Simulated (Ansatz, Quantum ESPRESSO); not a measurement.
# Charging W(110), 5 layers, part 5 of 6

Aim: potential against charge for W(110), 5 layers facing a metal electrode, and the capacitance that follows.

Quantum ESPRESSO 7.5; plane-wave DFT, PBE, GBRV ultrasoft pseudopotentials; geometry by Ansatz 0.2.0 with PAW datasets.

So far. Step 8 (SCF with pw.x: charge 0.0424 e): Gauss's law asks for a slope of 180.95 q/A = 1.087 eV/Å in the gap; the run gives 1.080. Step 10 (Self-consistent run: constant Fermi level -4.5 eV): Gauss's law asks for a slope of 180.95 q/A = -0.067 eV/Å in the gap; the run gives -0.067.

## Step 11: SCF with pw.x: constant Fermi level -4.0 eV

mu1.in

```
&control
  prefix = 'mu1'
  outdir = './out'
  pseudo_dir = './pseudo'
  calculation = 'scf'
  tprnfor = .true.
/
&system
  ibrav = 0
  nat = 5
  ntyp = 1
  ecutwfc = 40
  ecutrho = 200
  occupations = 'smearing'
  smearing = 'mv'
  degauss = 0.02
  assume_isolated = 'esm'
  esm_bc = 'bc3'
  lgcscf = .true.
  gcscf_mu = -4.0
  gcscf_conv_thr = 0.001
/
&electrons
  conv_thr = 1e-09
  mixing_beta = 0.2
  electron_maxstep = 160
  mixing_mode = 'TF'
  diagonalization = 'rmm-davidson'
  diago_rmm_conv = .false.
  diago_full_acc = .true.
/
ATOMIC_SPECIES
  W   183.8400  w_pbe_v1.2.uspp.F.UPF
CELL_PARAMETERS angstrom
  2.23445742850000 -1.58000000000000 0.00000000000000
  2.23445742850000 1.58000000000000 0.00000000000000
  0.00000000000000 0.00000000000000 23.93782971420000
ATOMIC_POSITIONS crystal
  W   0.000000000000 0.000000000000 -0.165711356364
  W   0.500000000000 0.500000000000 -0.072367162064
  W   0.000000000000 0.000000000000 0.020977032236
  W   0.500000000000 0.500000000000 0.115999558582
  W   0.000000000000 0.000000000000 0.207486237877
K_POINTS automatic
  10 10 1 0 0 0
```

On the command line:

```sh
> OMP_NUM_THREADS=1 mpirun -n 4 pw.x -nk 4 -in mu1.in > mu1.out
```

Log:

```text
[banner, memory and clock lines left out]
Program PWSCF v.7.5 starts
[...]
Message from routine iosys:
[...]
Message from routine setup:
[...]
number of electrons       =        70.00
     number of Kohn-Sham states=           42
     kinetic-energy cutoff     =      40.0000  Ry
     charge density cutoff     =     200.0000  Ry
[...]
number of k points=    31  Marzari-Vanderbilt smearing, width (Ry)=  0.0200
[...]
Dense  grid:    54489 G-vectors     FFT dimensions: (  24,  24, 216)
[...]
negative rho (up, down):  3.211E-01 0.000E+00
     Starting wfcs are   65 randomized atomic wfcs
[...]
negative rho (up, down):  3.212E-01 0.000E+00
[...]
estimated scf accuracy    <       0.16071017 Ry
[...]
the Fermi energy          =      -6.26335699 eV
[...]
negative rho (up, down):  3.213E-01 0.000E+00
[...]
estimated scf accuracy    <       0.15274099 Ry
[...]
the Fermi energy          =      -3.59992767 eV
[...]
negative rho (up, down):  3.221E-01 0.000E+00
[...]
estimated scf accuracy    <       0.11004953 Ry
[...]
the Fermi energy          =      -4.65807392 eV
[...]
negative rho (up, down):  3.251E-01 0.000E+00
[...]
estimated scf accuracy    <       0.07651618 Ry
[...]
the Fermi energy          =      -4.51218988 eV
[...]
negative rho (up, down):  3.259E-01 0.000E+00
[...]
estimated scf accuracy    <       0.00490459 Ry
[...]
the Fermi energy          =      -3.89734827 eV
[...]
negative rho (up, down):  3.283E-01 0.000E+00
[...]
estimated scf accuracy    <       0.00275052 Ry
[...]
the Fermi energy          =      -3.89658968 eV
[...]
negative rho (up, down):  3.313E-01 0.000E+00
[...]
estimated scf accuracy    <       0.00489159 Ry
[...]
the Fermi energy          =      -4.11415478 eV
[...]
negative rho (up, down):  3.327E-01 0.000E+00
[...]
estimated scf accuracy    <       0.00030620 Ry
[...]
the Fermi energy          =      -3.91323083 eV
[...]
negative rho (up, down):  3.331E-01 0.000E+00
[...]
estimated scf accuracy    <       0.00026396 Ry
[...]
the Fermi energy          =      -3.97365141 eV
[...]
negative rho (up, down):  3.333E-01 0.000E+00
[...]
estimated scf accuracy    <       0.00009281 Ry
[...]
the Fermi energy          =      -3.97646725 eV
[...]
negative rho (up, down):  3.327E-01 0.000E+00
[...]
estimated scf accuracy    <       0.00003295 Ry
[...]
the Fermi energy          =      -3.98426413 eV
[...]
negative rho (up, down):  3.325E-01 0.000E+00
[...]
estimated scf accuracy    <       0.00003074 Ry
[...]
the Fermi energy          =      -3.99071577 eV
[...]
negative rho (up, down):  3.325E-01 0.000E+00
[...]
estimated scf accuracy    <       0.00002484 Ry
[...]
the Fermi energy          =      -3.99215628 eV
[...]
negative rho (up, down):  3.324E-01 0.000E+00
[...]
estimated scf accuracy    <       0.00001624 Ry
[...]
the Fermi energy          =      -3.99352392 eV
[...]
negative rho (up, down):  3.325E-01 0.000E+00
[...]
estimated scf accuracy    <       0.00000367 Ry
[...]
the Fermi energy          =      -3.99069639 eV
[...]
negative rho (up, down):  3.325E-01 0.000E+00
[...]
estimated scf accuracy    <       0.00000254 Ry
[...]
the Fermi energy          =      -3.99322967 eV
[...]
negative rho (up, down):  3.325E-01 0.000E+00
[...]
estimated scf accuracy    <       0.00000140 Ry
[...]
the Fermi energy          =      -3.99260794 eV
[...]
negative rho (up, down):  3.325E-01 0.000E+00
[...]
estimated scf accuracy    <       0.00000114 Ry
[...]
the Fermi energy          =      -3.99399154 eV
[...]
negative rho (up, down):  3.325E-01 0.000E+00
[...]
estimated scf accuracy    <       0.00000050 Ry
[...]
the Fermi energy          =      -3.99468934 eV
[...]
negative rho (up, down):  3.325E-01 0.000E+00
[...]
estimated scf accuracy    <       0.00000028 Ry
[...]
the Fermi energy          =      -3.99584412 eV
[...]
negative rho (up, down):  3.325E-01 0.000E+00
[...]
estimated scf accuracy    <       0.00000021 Ry
[...]
the Fermi energy          =      -3.99617449 eV
[...]
negative rho (up, down):  3.326E-01 0.000E+00
[...]
estimated scf accuracy    <       0.00000014 Ry
[...]
the Fermi energy          =      -3.99668180 eV
[...]
negative rho (up, down):  3.326E-01 0.000E+00
[...]
estimated scf accuracy    <       0.00000010 Ry
[...]
the Fermi energy          =      -3.99748608 eV
[...]
negative rho (up, down):  3.328E-01 0.000E+00
[...]
estimated scf accuracy    <       0.00000008 Ry
[...]
the Fermi energy          =      -3.99761929 eV
[...]
negative rho (up, down):  3.328E-01 0.000E+00
[...]
estimated scf accuracy    <       0.00000004 Ry
[...]
the Fermi energy          =      -3.99860699 eV
[...]
negative rho (up, down):  3.329E-01 0.000E+00
[...]
estimated scf accuracy    <       0.00000002 Ry
[...]
the Fermi energy          =      -3.99858623 eV
[...]
negative rho (up, down):  3.330E-01 0.000E+00
[...]
estimated scf accuracy    <       0.00000002 Ry
[...]
the Fermi energy          =      -3.99895014 eV
[...]
negative rho (up, down):  3.330E-01 0.000E+00
[...]
estimated scf accuracy    <       0.00000001 Ry
[...]
the Fermi energy          =      -3.99899281 eV
[...]
negative rho (up, down):  3.330E-01 0.000E+00
[...]
estimated scf accuracy    <          8.3E-09 Ry
[...]
the Fermi energy          =      -3.99931171 eV
[...]
negative rho (up, down):  3.330E-01 0.000E+00
[...]
estimated scf accuracy    <          7.4E-09 Ry
[...]
the Fermi energy          =      -3.99962710 eV
[...]
negative rho (up, down):  3.330E-01 0.000E+00
[...]
estimated scf accuracy    <          3.3E-09 Ry
[...]
the Fermi energy          =      -3.99969906 eV
[...]
negative rho (up, down):  3.330E-01 0.000E+00
[...]
estimated scf accuracy    <          1.9E-09 Ry
[...]
the Fermi energy          =      -3.99973462 eV
[...]
negative rho (up, down):  3.330E-01 0.000E+00
[...]
estimated scf accuracy    <          1.5E-09 Ry
[...]
the Fermi energy          =      -3.99972681 eV
[...]
negative rho (up, down):  3.331E-01 0.000E+00
[...]
estimated scf accuracy    <          1.1E-09 Ry
[...]
the Fermi energy          =      -3.99970090 eV
[...]
negative rho (up, down):  3.331E-01 0.000E+00
[...]
the Fermi energy is    -3.9998 ev
!    total energy              =    -795.47023440 Ry
     estimated scf accuracy    <          4.3E-10 Ry
!    total charge of GC-SCF    =      -0.00654021 e
     smearing contrib. (-TS)   =      -0.00185061 Ry
     internal energy E=F+TS    =    -795.46838379 Ry
[...]
one-electron contribution =  -88835.26519124 Ry
     hartree contribution      =   44391.58297666 Ry
     xc contribution           =    -206.00697814 Ry
     ewald contribution        =   43854.21888613 Ry
[...]
convergence has been achieved in  35 iterations
     negative rho (up, down):  3.331E-01 0.000E+00
[...]
Total force =     0.032378     Total SCF correction =     0.001129
[...]
```

Run time: 9.8 min. Hardware: 4 MPI ranks of Arm Neoverse V1, shared host; peak memory 0.73 GiB.

This step gave:

```
Fermi energy                                                   : -4.000 eV
charge found by GC-SCF                                         : -0.006540 e
vacuum line at the lower end of the cell, over the Fermi level : 4.904 eV
slope of the potential above                                   : -0.1666 eV/Å
vacuum line at the upper end of the cell, over the Fermi level : 4.000 eV
```

Gauss's law asks for a slope of 180.95 q/A = -0.168 eV/Å in the gap; the run gives -0.167.

## Step 12: SCF with pw.x: between two electrodes with a field of -0.004 Ry/bohr

bc2 puts electrodes at both ends of the cell; esm_efield times the cell length sets the bias between them, and the slab stays neutral.

bc2.in

```
&control
  prefix = 'bc2'
  outdir = './out'
  pseudo_dir = './pseudo'
  calculation = 'scf'
  tprnfor = .true.
/
&system
  ibrav = 0
  nat = 5
  ntyp = 1
  ecutwfc = 40
  ecutrho = 200
  occupations = 'smearing'
  smearing = 'mv'
  degauss = 0.02
  assume_isolated = 'esm'
  esm_bc = 'bc2'
  esm_efield = -0.004
/
&electrons
  conv_thr = 1e-07
  mixing_beta = 0.4
  electron_maxstep = 120
  mixing_mode = 'local-TF'
/
ATOMIC_SPECIES
  W   183.8400  w_pbe_v1.2.uspp.F.UPF
CELL_PARAMETERS angstrom
  2.23445742850000 -1.58000000000000 0.00000000000000
  2.23445742850000 1.58000000000000 0.00000000000000
  0.00000000000000 0.00000000000000 23.93782971420000
ATOMIC_POSITIONS crystal
  W   0.000000000000 0.000000000000 -0.186598797121
  W   0.500000000000 0.500000000000 -0.093254602821
  W   0.000000000000 0.000000000000 0.000089591479
  W   0.500000000000 0.500000000000 0.095112117825
  W   0.000000000000 0.000000000000 0.186598797121
K_POINTS automatic
  10 10 1 0 0 0
```

On the command line:

```sh
> OMP_NUM_THREADS=1 mpirun -n 4 pw.x -nk 4 -in bc2.in > bc2.out
```

Log:

```text
[banner, memory and clock lines left out]
Program PWSCF v.7.5 starts
[citation notice left out]

[...]
Message from routine setup:
[...]
bravais-lattice index     =            0
     lattice parameter (alat)  =       5.1715  a.u.
     unit-cell volume          =    1140.6188 (a.u.)^3
     number of atoms/cell      =            5
     number of atomic types    =            1
     number of electrons       =        70.00
     number of Kohn-Sham states=           42
     kinetic-energy cutoff     =      40.0000  Ry
     charge density cutoff     =     200.0000  Ry
     scf convergence threshold =      1.0E-07
     mixing beta               =       0.4000
     number of iterations used =            8  local-TF  mixing
     Exchange-correlation= SLA  PW   PBE  PBE
                           (   1   4   3   4   0   0   0)

     Effective Screening Medium Method
     Boundary Conditions: Metal-Slab-Metal
     total charge in unit cell        =   0.0000
     field strength                   =  -0.0040 Ry/a.u.
     grid points for fit at edges     =        4

[...]
PseudoPot. # 1 for W  read from file:
     ./pseudo/w_pbe_v1.2.uspp.F.UPF
     Pseudo is Ultrasoft + core correction, Zval = 14.0
     Generated by new atomic code, or converted to UPF format
     Using radial grid of  923 points,  8 beta functions with:
                l(1) =   0
                l(2) =   0
                l(3) =   0
                l(4) =   1
                l(5) =   1
                l(6) =   2
                l(7) =   2
                l(8) =   3
     Q(r) pseudized with  6 coefficients,  rinner =    1.350   1.350   1.350
                                                       1.350   1.350   1.350
                                                       1.350

     atomic species   valence    mass     pseudopotential
     W                14.00   183.84000     W ( 1.00)

      4 Sym. Ops. (no inversion) found

[...]
number of k points=    31  Marzari-Vanderbilt smearing, width (Ry)=  0.0200
[...]
Dense  grid:    54489 G-vectors     FFT dimensions: (  24,  24, 216)

     Smooth grid:    38971 G-vectors     FFT dimensions: (  24,  24, 192)

     Initial potential from superposition of free atoms

     starting charge      69.4983, renormalised to      70.0000

     negative rho (up, down):  3.215E-01 0.000E+00
     Starting wfcs are   65 randomized atomic wfcs

     per-process dynamical memory:    67.7 Mb

     Self-consistent Calculation

     iteration #  1     ecut=    40.00 Ry     beta= 0.40
     Davidson diagonalization with overlap
     ethr =  1.00E-02,  avg # of iterations =  1.5

     negative rho (up, down):  3.215E-01 0.000E+00

     total energy              =    -795.38508411 Ry
     estimated scf accuracy    <       2.36805624 Ry

     iteration #  2     ecut=    40.00 Ry     beta= 0.40
[...]
negative rho (up, down):  3.244E-01 0.000E+00

[...]
total energy              =    -795.40548774 Ry
     estimated scf accuracy    <       0.53054269 Ry

     iteration #  3     ecut=    40.00 Ry     beta= 0.40
[...]
negative rho (up, down):  3.259E-01 0.000E+00

[...]
total energy              =    -795.42687437 Ry
     estimated scf accuracy    <       0.11941780 Ry

     iteration #  4     ecut=    40.00 Ry     beta= 0.40
[...]
negative rho (up, down):  3.297E-01 0.000E+00

[...]
total energy              =    -795.45052311 Ry
     estimated scf accuracy    <       0.07940712 Ry

     iteration #  5     ecut=    40.00 Ry     beta= 0.40
[...]
negative rho (up, down):  3.316E-01 0.000E+00

[...]
total energy              =    -795.46408062 Ry
     estimated scf accuracy    <       0.01243916 Ry

     iteration #  6     ecut=    40.00 Ry     beta= 0.40
[...]
c_bands:  2 eigenvalues not converged
     c_bands:  2 eigenvalues not converged
     c_bands:  3 eigenvalues not converged
     c_bands:  4 eigenvalues not converged
[...]
negative rho (up, down):  3.323E-01 0.000E+00

[...]
total energy              =    -795.47391294 Ry
     estimated scf accuracy    <       0.02981797 Ry

[...]
iteration # 19     ecut=    40.00 Ry     beta= 0.40
[...]
negative rho (up, down):  3.331E-01 0.000E+00

[...]
total energy              =    -795.47028236 Ry
     estimated scf accuracy    <       0.00000174 Ry

     iteration # 20     ecut=    40.00 Ry     beta= 0.40
[...]
negative rho (up, down):  3.332E-01 0.000E+00

[...]
total energy              =    -795.47026793 Ry
     estimated scf accuracy    <       0.00000024 Ry

     iteration # 21     ecut=    40.00 Ry     beta= 0.40
[...]
negative rho (up, down):  3.332E-01 0.000E+00

[...]
total energy              =    -795.47028264 Ry
     estimated scf accuracy    <       0.00000014 Ry

     iteration # 22     ecut=    40.00 Ry     beta= 0.40
[...]
negative rho (up, down):  3.332E-01 0.000E+00

[...]
End of self-consistent calculation

          k = 0.0000 0.0000 0.0000 (  4845 PWs)   bands (ev):

   -80.4115 -80.3766 -80.3183 -80.1444 -80.1195 -45.1584 -44.9183 -44.5625
   -44.3541 -44.2525 -44.2212 -44.0809 -44.0304 -44.0246 -44.0169 -43.9960
   -43.8454 -43.8217 -43.6776 -43.6615 -15.4799 -14.4054 -13.0818 -12.3435
   -12.3015  -9.6443  -9.1915  -8.4769  -7.9360  -7.8287  -7.6219  -7.5470
    -7.4572  -7.3648  -7.0196  -6.2879  -5.9813  -5.5669  -4.5285  -4.3805
    -4.2579  -4.1995

          k = 0.0612 0.0866 0.0000 (  4843 PWs)   bands (ev):

   -80.4026 -80.3695 -80.3136 -80.1385 -80.1137 -45.1258 -44.9087 -44.5989
   -44.3907 -44.2968 -44.2508 -44.0905 -44.0709 -44.0649 -44.0567 -44.0287
   -43.8904 -43.8644 -43.7195 -43.7032 -15.1300 -14.0771 -12.7530 -11.9918
   -11.9437  -9.5675  -9.1444  -8.4514  -8.2338  -7.9862  -7.8099  -7.6962
    -7.6225  -7.1635  -6.7403  -6.6719  -6.1274  -5.6273  -4.7551  -4.6494
    -4.3024  -4.2590

[...]
the Fermi energy is    -6.1028 ev

!    total energy              =    -795.47028177 Ry
     estimated scf accuracy    <       0.00000003 Ry
     smearing contrib. (-TS)   =      -0.00185035 Ry
     internal energy E=F+TS    =    -795.46843141 Ry

     The total energy is F=E-TS. E is the sum of the following terms:
     one-electron contribution =  -38304.29922116 Ry
     hartree contribution      =   19120.67126117 Ry
     xc contribution           =    -206.00466955 Ry
     ewald contribution        =   18594.16419813 Ry

     convergence has been achieved in  22 iterations

     negative rho (up, down):  3.332E-01 0.000E+00

     Forces acting on atoms (cartesian axes, Ry/au):

     atom    1 type  1   force =     0.00000000    0.00000000    0.01283265
     atom    2 type  1   force =     0.00000000    0.00000000   -0.02608739
     atom    3 type  1   force =     0.00000000    0.00000000    0.01298290
     atom    4 type  1   force =     0.00000000    0.00000000    0.00021484
     atom    5 type  1   force =     0.00000000    0.00000000   -0.00006724

     Total force =     0.031841     Total SCF correction =     0.000919

[...]
```

Run time: 2.1 min. Hardware: 4 MPI ranks; peak memory 0.73 GiB.

This step gave:

| Property | Result |
| --- | --- |
| Fermi energy | -6.103 eV |
| slope of the potential below | 0.2279 eV/Å |
| vacuum line at the lower end of the cell, over the Fermi level | 3.642 eV |
| slope of the potential above | 0.2292 eV/Å |
| vacuum line at the upper end of the cell, over the Fermi level | 6.104 eV |

The potential energy, planar mean oscillates, so the rows of the table below give means over windows of 2.21 Å about each position, cut where the curve ends. Its maxima inside the range that stand out by 2 % of the span (Å: eV): -7.3: 4.61, -3.3: -2.83, -1.1: -3.01, 1.1: -2.65, 3.3: -3.36. Its minima: -4.4: -15.3, -2.2: -15.9, 0.0: -15.8, 2.3: -15.8, 4.4: -15.3.

Electrostatic potential energy of an electron; zero at the Fermi level. The potential energy, planar mean by z; means over each step:

```tsv
z (Å)	potential energy, planar mean (eV)
-10.87	3.89
-8.66	4.39
-6.45	3.17
-4.24	-9.43
-2.03	-9.91
0.18	-9.79
2.39	-9.94
4.60	-9.05
6.81	4.29
9.02	5.43
11.23	5.88
```

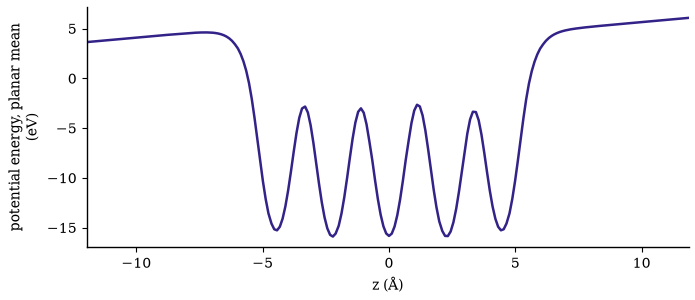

Potential energy, planar mean against z.

The set field of -0.103 V/Å over 23.9 Å is a bias of 2.46 V; the two ends of the cell differ by 2.46 eV. The slope in the vacuum is 0.229 eV/Å in size, more than the set field, because the slab carries little of the drop.

(Continued in part 6 of 6.)

[Logs are printed without paths, hosts, clocks, repeated set-up lines and the standing remarks that a program may print on its own settings, such as how far it seeks lower states.]

[Hosts, paths, dates, database ids (printed as entryN), source tags and the programs' standing remarks are cut or masked in the printed files.]

[Maps of the electrostatic potential energy from Ansatz leave out the sawtooth potential of an applied field or a dipole correction, so their vacuum need not be flat; planar profiles and work functions include it.]
